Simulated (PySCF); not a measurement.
**Excited-state calculation of GeH₃F**

The run: excited-state calculation of GeH₃F (monofluorogermane), SMILES [F][GeH3]. Method and program: TDDFT CAM-B3LYP/def2-SVPD, vertical, gas phase, core orbitals frozen in the response (PySCF 2.14.0).

The geometry comes from this level: PBE0-D3(BJ)/def2-SVP.

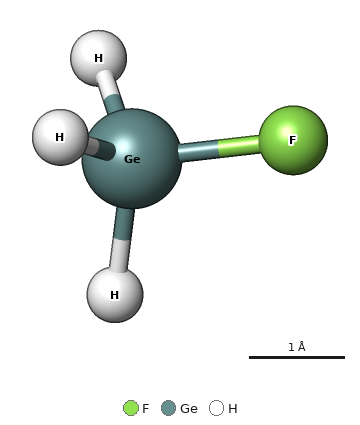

The structure (ball-and-stick view, seen at a tilt). Sticks mark near contacts.

**Key numbers**

| quantity | value |
| --- | --- |
| outcome | converged |
| total energy | −2178.433786 hartree |
| HOMO | −11.17 eV |
| LUMO | 0.58 eV |
| dipole moment | 2.32 D |
| mean polarisability | 31.95 a.u. |
| vertical ionisation energy | 12.49 eV |
| lowest singlet excitation | 7.84 eV |
| hardware | 1 CPU thread, shared host |
| wall time | 12 s |
| peak memory | 0.43 GiB |

**Notes**

Spin–orbit coupling is left out, which matters for the heavy atoms.

**Input file**
```
{"job": {"kind": "uv", "xc": "CAM-B3LYP", "basis": "def2-SVPD", "ip": true}, "charge": 0, "multiplicity": 1}
F      1.630684    -0.400711     0.080423
Ge    -0.063854    -0.001534    -0.024325
H     -0.153584     1.338459    -0.769075
H     -0.583089     0.101304     1.417035
H     -0.738067    -1.142287    -0.800548
```

The first line tells a small driver script what to run in PySCF; the rest is the geometry in Å.

Launch command:
```bash
OMP_NUM_THREADS=1 python <driver script> task.json out
```

**Log**
```
coarse grid: 20136 points
cycle   1  E = -2178.3641680120  dE = -7.245e-01  |g| = 6.652e-01  |ddm| = 2.133e+00
cycle   2  E = -2178.2975565205  dE =  6.661e-02  |g| = 9.664e-01  |ddm| = 1.061e+00
cycle   3  E = -2178.4330568746  dE = -1.355e-01  |g| = 7.780e-02  |ddm| = 5.967e-01
cycle   4  E = -2178.4337849607  dE = -7.281e-04  |g| = 2.192e-02  |ddm| = 8.107e-02
cycle   5  E = -2178.4338466664  dE = -6.171e-05  |g| = 2.167e-03  |ddm| = 1.975e-02
cycle   6  E = -2178.4338479636  dE = -1.297e-06  |g| = 2.397e-04  |ddm| = 4.949e-03
final grid: 40760 points
cycle   7  E = -2178.4337859552  dE = -3.468e-08  |g| = 2.081e-04  |ddm| = 1.173e-03
cycle   8  E = -2178.4337859515  dE =  3.718e-09  |g| = 2.708e-04  |ddm| = 3.137e-04
cycle   9  E = -2178.4337859630  dE = -1.148e-08  |g| = 1.693e-05  |ddm| = 1.696e-04
cycle  10  E = -2178.4337859631  dE = -6.821e-11  |g| = 7.338e-06  |ddm| = 3.193e-05
```

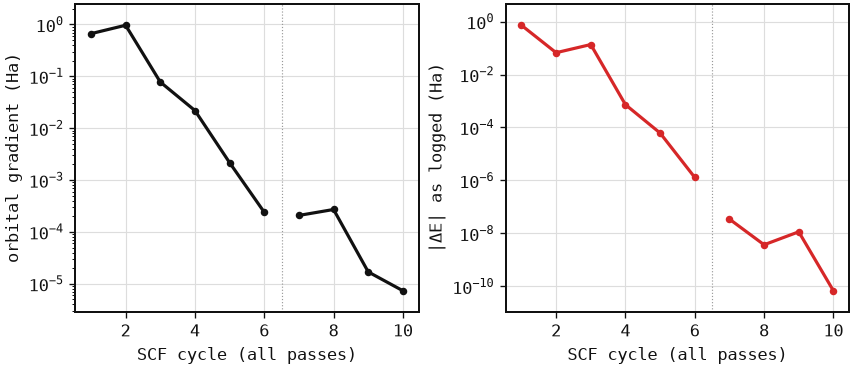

Convergence of the self-consistent field: orbital gradient and size of the energy change against the SCF cycle. The dotted line marks the change from a coarse to the final integration grid. The first 6 cycles use a coarse grid, the final grid takes over at cycle 7, and the field converges after 10 cycles in all.

```
converged SCF energy = -2178.4337859631

Static polarisability (au): isotropic 31.953, principal 30.431 32.708 32.720

Singlet excitations
state   eV       nm        f      main configurations
  1   7.8391    158.2   0.00022   H->L 0.95
  2   7.8408    158.1   0.00023   H-1->L 0.95
  3   8.9258    138.9   0.15576   H->L+1 0.94
  4   8.9276    138.9   0.15602   H-1->L+1 0.94
  5   9.4339    131.4   0.00000   H-1->L+2 0.49, H->L+3 0.49
  6   9.9211    125.0   0.03419   H-2->L 0.49, H-1->L+2 0.18, H->L+3 0.18
  7   9.9223    125.0   0.03431   H-3->L 0.49, H->L+2 0.19, H-1->L+3 0.18
  8  10.0635    123.2   0.00420   H-1->L+3 0.48, H->L+2 0.48
  9  10.3159    120.2   0.30392   H-2->L 0.37, H->L+3 0.26, H-1->L+2 0.26
 10  10.3171    120.2   0.30444   H-3->L 0.37, H-1->L+3 0.26, H->L+2 0.26

Triplet excitations (Tamm-Dancoff, eV): 7.3538 7.3557 8.0086 8.0094
Vertical ionisation energy (delta-SCF) = 12.4887 eV
```

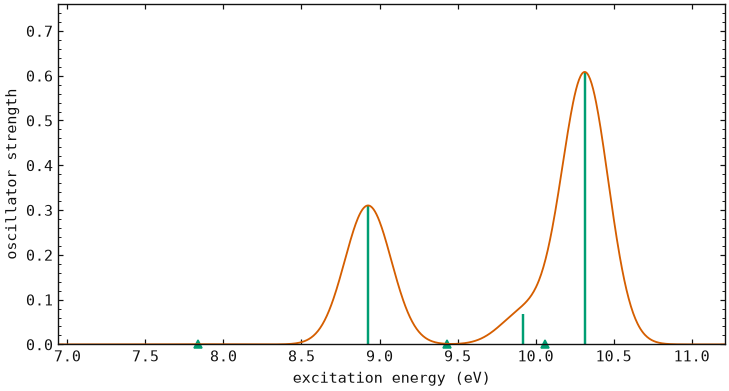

Computed excitations as sticks (degenerate states added up, dark ones marked on the axis), with a Gaussian envelope of 0.35 eV full width at half maximum, scaled to the tallest. Of the 10 states the lowest lies at 7.84 eV (f = 0.000); the strongest line is at 10.32 eV, or 120 nm (f = 0.608, summed over 2 states that lie within 0.004 eV).

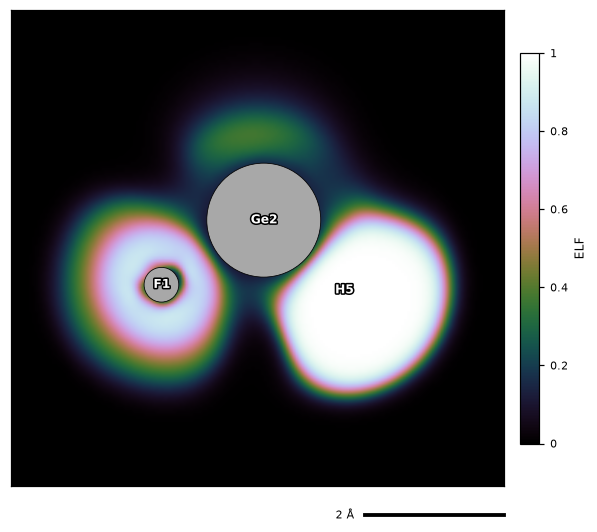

Electron localisation function on the plane of atoms F1, Ge2 and H5. Grey discs, where drawn, cover atomic cores. The section cuts through F, Ge and H sites. Ge–F (1.74 Å): the ELF peaks at about 0.85 in the valence shell of F, 0.5 Å from its nucleus, and is about 0.20 at the midpoint. Ge–H (1.54 Å): the ELF climbs to about 1 towards the hydrogen, as it does in any bond to H.

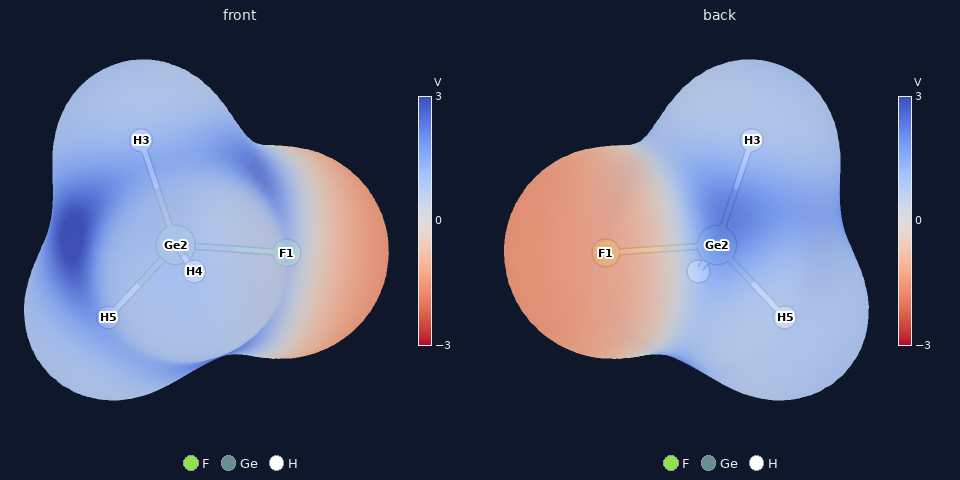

The electrostatic potential painted on the density surface at 0.004 e/bohr³, seen at a tilt and from behind; red is negative and blue positive. Its dipole moment is 2.32 D.
